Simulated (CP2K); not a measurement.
# H3S+ (sulfonium): PM6

Aim: the energy difference between two shapes of H3S+ (sulfonium) at PM6, from 2 runs. 

The results are computed with CP2K 2026.2.

3 further runs of the same task are left out: 3 that didn't finish.

### Step 1. The molecule

H3S+ has 4 atoms, charge +1, and is taken as a singlet. As SMILES, `[SH3+]`. Geometry: relaxed at GFN2-xTB.

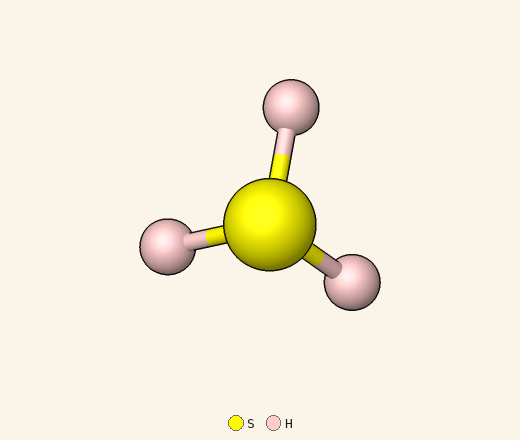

The structure, seen from a chosen angle (sulfur yellow, hydrogen pink).

### Step 2. Energy and gradient at PM6

The input, molecule.xyz:

```xyz
4

S      0.301620    -0.100910    -0.445950
H      0.848020     0.280920     0.734350
H     -0.494150    -1.037930     0.125030
H     -0.655500     0.857920    -0.413440
```

The input, mol.inp:

```
&GLOBAL
   PROJECT mol
   RUN_TYPE ENERGY_FORCE
   PRINT_LEVEL MEDIUM
&END GLOBAL

&FORCE_EVAL
   METHOD QS
   &DFT
      CHARGE 1
      &QS
         METHOD PM6
         EPS_DEFAULT 1.0E-10
         &SE
            &COULOMB
               CUTOFF [angstrom] 50
               RC_RANGE [angstrom] 0
            &END COULOMB
            &EXCHANGE
               CUTOFF [angstrom] 50
               RC_RANGE [angstrom] 0
            &END EXCHANGE
         &END SE
      &END QS
      &POISSON
         PERIODIC NONE
         POISSON_SOLVER ANALYTIC
      &END POISSON
      &SCF
         SCF_GUESS ATOMIC
         EPS_SCF 1.0E-06
         MAX_SCF 150
         ADDED_MOS 4
         &DIAGONALIZATION
            ALGORITHM STANDARD
         &END DIAGONALIZATION
         &MIXING
            METHOD DIRECT_P_MIXING
            ALPHA 0.4
         &END MIXING
      &END SCF
      &PRINT
         &MOMENTS
            PERIODIC F
            REFERENCE COM
            MAX_MOMENT 1
         &END MOMENTS
         &MO ON
            ENERGIES T
            OCCUPATION_NUMBERS T
            NDIGITS 6
            &EACH
               QS_SCF 0
            &END EACH
            ADD_LAST NUMERIC
         &END MO
         &HIRSHFELD OFF
         &END HIRSHFELD
      &END PRINT
   &END DFT
   &SUBSYS
      &CELL
         ABC 17.5 17.9 17.2
         PERIODIC NONE
      &END CELL
      &TOPOLOGY
         COORD_FILE_NAME molecule.xyz
         COORD_FILE_FORMAT XYZ
         &CENTER_COORDINATES
         &END CENTER_COORDINATES
      &END TOPOLOGY
   &END SUBSYS
   &PRINT
      &FORCES ON
      &END FORCES
   &END PRINT
&END FORCE_EVAL
```

Started as:

```sh
OMP_NUM_THREADS=1 cp2k.psmp -i mol.inp -o mol.out
```

The program printed:

```text
CP2K| version string:                                       CP2K version 2026.2
[...]
 GLOBAL| Method name                                                        CP2K
[...]
 GLOBAL| Run type                                                   ENERGY_FORCE
[...]
                             - Atoms:                                          4
[...]
                             - Spherical basis functions:                     12
[...]
 Number of electrons:                                                          8
[...]
     1 P_Mix/Diag. 0.40E+00    0.0     0.79432021        -5.8369249308 -5.84E+00
[...]
    17 DIIS/Diag.  0.33E-06    0.0     0.00000093        -7.6245863595 -1.59E-11
  *** SCF run converged in    17 steps ***
  Core-core repulsion energy [eV]:                            170.15935688144890
  Core Hamiltonian energy [eV]:                              -289.17147137666302
  Two-electron integral energy [eV]:                         -176.92686336192767
  Electronic energy [eV]:                                    -377.63490305762690
  Total energy [eV]:                                         -207.47554617617794
  Atomic reference energy [eV]:                               215.14133893358087
  Heat of formation [kcal/mol]:                               176.77739455755471
[...]
 SE_DIPOLE| Moment [Debye]          0.86231023      -0.28834096      -1.27586488
 SE_DIPOLE| Derivative [a.u.]       0.00000000       0.00000000       0.00000000
 ENERGY| Total FORCE_EVAL ( QS ) energy [hartree]             -7.624586359514733
 FORCES| Atomic forces [hartree/bohr]
 FORCES|   Atom     x               y               z               |f|
 FORCES|      1 -1.00950858E-02  3.32707110E-03  1.50908637E-02   1.84584487E-02
 FORCES|      2  3.13230766E-03 -1.21483831E-03 -5.20247075E-03   6.19297064E-03
 FORCES|      3  3.50915104E-03 -8.58800333E-04 -5.01240356E-03   6.17866236E-03
 FORCES|      4  3.45362712E-03 -1.25343246E-03 -4.87598943E-03   6.10523596E-03
 FORCES| Sum     1.38777878E-17  0.00000000E+00  0.00000000E+00
 FORCES| Total atomic force                                       1.38777878E-17
[...]
```

Run time: 0.26 s. Hardware: 1 thread of Arm Neoverse V1, shared host.

### Step 3. The distorted shape

The input, molecule.xyz:

```xyz
4

S      0.348239    -0.119486    -0.393598
H      0.845516     0.305647     0.620015
H     -0.521433    -1.018067     0.068170
H     -0.522037     0.791178    -0.475907
```

The input, mol.inp:

```
&FORCE_EVAL
  METHOD QUICKSTEP
  &DFT
    CHARGE 1
    MULTIPLICITY 1
    &QS
      METHOD PM6
      EPS_DEFAULT 1.0E-10
      &SE
        &COULOMB
          CUTOFF [angstrom] 50
          RC_RANGE [angstrom] 0
        &END
        &EXCHANGE
          CUTOFF [angstrom] 50
          RC_RANGE [angstrom] 0
        &END
      &END
    &END
    &POISSON
      PERIODIC NONE
      POISSON_SOLVER ANALYTIC
    &END
    &SCF
      SCF_GUESS ATOMIC
      EPS_SCF 1.0E-06
      MAX_SCF 150
      ADDED_MOS 4
      &DIAGONALIZATION
        ALGORITHM STANDARD
      &END
      &MIXING
        METHOD DIRECT_P_MIXING
        ALPHA 0.4
      &END
    &END
    ! extra output
    &PRINT
      &MOMENTS
        PERIODIC F
        REFERENCE COM
        MAX_MOMENT 1
      &END
      &MO ON
        ENERGIES T
        OCCUPATION_NUMBERS T
        NDIGITS 6
        &EACH
          QS_SCF 0
        &END
        ADD_LAST NUMERIC
      &END
      &HIRSHFELD OFF
      &END
    &END
  &END
  ! structure
  &SUBSYS
    ! box in angstrom
    &CELL
      ABC [angstrom] 17.4 17.8 17.1
      PERIODIC NONE
    &END
    &TOPOLOGY
      COORD_FILE_NAME molecule.xyz
      COORD_FILE_FORMAT XYZ
      &CENTER_COORDINATES
      &END
    &END
  &END
  ! extra output
  &PRINT
    &FORCES ON
    &END
  &END
&END

&GLOBAL
  PROJECT mol
  RUN_TYPE ENERGY_FORCE
  PRINT_LEVEL MEDIUM
&END
```

Started as:

```sh
OMP_NUM_THREADS=1 cp2k.psmp -i mol.inp -o mol.out
```

The program printed:

```text
CP2K| version string:                                       CP2K version 2026.2
[...]
 GLOBAL| Method name                                                        CP2K
[...]
 GLOBAL| Run type                                                   ENERGY_FORCE
[...]
                             - Atoms:                                          4
[...]
                             - Spherical basis functions:                     12
[...]
 Number of electrons:                                                          8
[...]
     1 P_Mix/Diag. 0.40E+00    0.0     0.78328627        -5.7138267748 -5.71E+00
[...]
    19 DIIS/Diag.  0.19E-06    0.0     0.00000044        -7.6107081186 -1.53E-12
  *** SCF run converged in    19 steps ***
  Core-core repulsion energy [eV]:                            178.91474965654916
  Core Hamiltonian energy [eV]:                              -288.22844224399444
  Two-electron integral energy [eV]:                         -195.56841489494184
  Electronic energy [eV]:                                    -386.01264969146536
  Total energy [eV]:                                         -207.09790003491619
  Atomic reference energy [eV]:                               215.14133893358087
  Heat of formation [kcal/mol]:                               185.48612215164457
[...]
 SE_DIPOLE| Moment [Debye]          0.90572151      -0.13739573      -1.08593491
 SE_DIPOLE| Derivative [a.u.]       0.00000000       0.00000000       0.00000000
 ENERGY| Total FORCE_EVAL ( QS ) energy [hartree]             -7.610708118580924
 FORCES| Atomic forces [hartree/bohr]
 FORCES|   Atom     x               y               z               |f|
 FORCES|      1 -9.05902724E-03 -5.40501730E-02 -7.07961681E-02   8.95297973E-02
 FORCES|      2  3.74919247E-02  2.48118079E-02  7.52448496E-02   8.76530526E-02
 FORCES|      3  1.74499086E-03 -6.24653961E-03  4.74970622E-03   8.03890288E-03
 FORCES|      4 -3.01778884E-02  3.54849048E-02 -9.19838771E-03   4.74815096E-02
 FORCES| Sum    -8.32667268E-17 -8.32667268E-17  6.93889390E-18
 FORCES| Total atomic force                                       1.17961196E-16
[...]
```

Wall time 0.26 s (1 thread of Arm Neoverse V1, shared host).

### Step 4. Summary of results

Level: PM6.

```
                                                  quantity           value
                                 first shape: total energy     -7.62459 Eh
                                  first shape: HOMO energy       -16.91 eV
                                  first shape: LUMO energy        -6.58 eV
                                first shape: HOMO–LUMO gap        10.33 eV
    first shape: heat of formation at this unrelaxed shape  176.8 kcal/mol
                     first shape: largest force on an atom      0.949 eV/Å
                             distorted shape: total energy     -7.61071 Eh
                              distorted shape: HOMO energy       -16.44 eV
                              distorted shape: LUMO energy        -6.56 eV
                            distorted shape: HOMO–LUMO gap         9.88 eV
distorted shape: heat of formation at this unrelaxed shape  185.5 kcal/mol
                 distorted shape: largest force on an atom      4.604 eV/Å
                    energy change with the atoms displaced        0.378 eV
```

With the atoms displaced the energy rises by 0.38 eV (36.4 kJ/mol). The first shape isn't relaxed at this level, so the change isn't measured from a minimum. The largest force (first shape) is 0.95 eV/Å: the shape isn't a stationary point for this species at this level.
